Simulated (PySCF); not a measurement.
```tsv
atom	x (Å)	y (Å)	z (Å)
H	2.6251	-1.6982	1.0627
N	3.2544	-0.9944	0.6738
C	2.6591	-0.0313	0.1124
C	1.2370	0.1556	-0.0299
C	0.4476	1.0253	-0.6833
C	-0.8337	0.3609	-0.2595
Si	-2.1783	1.3647	0.6053
C	-1.2061	-0.8018	-1.1577
C	-0.4522	-1.6804	-0.5053
C	0.0752	-0.6751	0.4856
H	3.2861	0.7440	-0.3231
H	0.6254	1.8663	-1.3277
H	-3.1434	0.4297	1.1823
H	-1.5381	2.1700	1.6458
H	-2.8190	2.2251	-0.3904
H	-1.8300	-0.8356	-2.0306
H	-0.2329	-2.7258	-0.6189
H	0.0151	-0.8928	1.5468
```

Geometry: GFN2-xTB.

These are results of PySCF 2.14.0, PBE0/pcSseg-1, SCF density, gas phase, non-relativistic, not measurements.

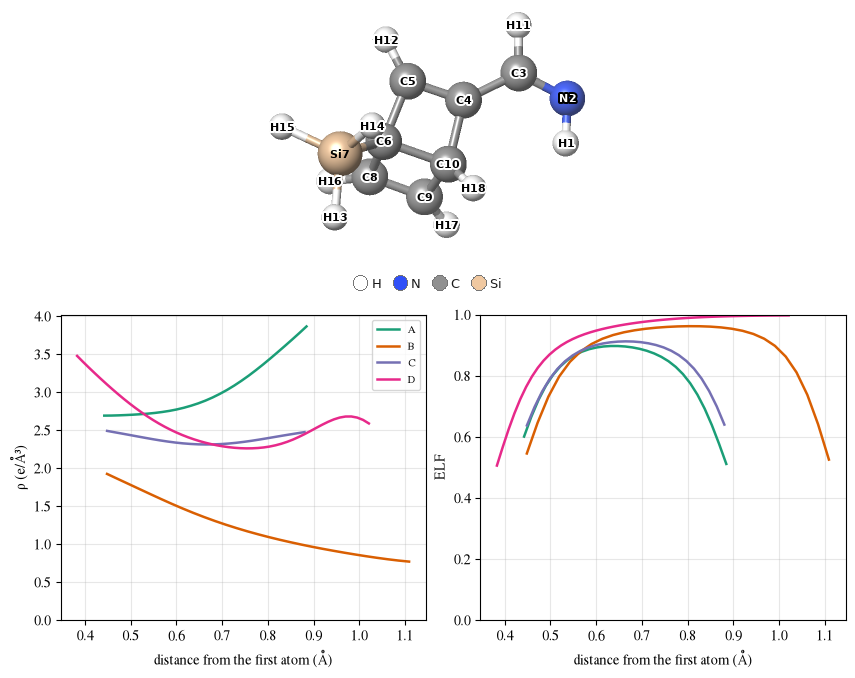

C7H9NSi. Total electron density and ELF along straight lines between neighbouring atoms. The curves leave out the atomic cores. The structure is drawn too.

**Which curve belongs to which contact (C–C, C–N, C–Si and N–H)? The first atom named is at distance zero.**

Curve A: C–N (1.26 Å): the density is about 2.8 e/Å³ at the midpoint; the ELF peaks at about 0.90 between the atoms: a short, multiple covalent bond. Curve B: C–Si (1.89 Å): the density is about 0.91 e/Å³ at the midpoint; the ELF peaks at about 0.95 between the atoms; localised, covalent bonding. Curve C: C–C (1.33 Å): the density is about 2.3 e/Å³ at the midpoint; the ELF peaks at about 0.90 between the atoms; a short, multiple covalent bond. Curve D: N–H (1.02 Å): ρ is about 2.8 e/Å³ halfway; the ELF climbs to about 1 towards the hydrogen, as it does in any bond to H; an ordinary covalent bond to hydrogen.
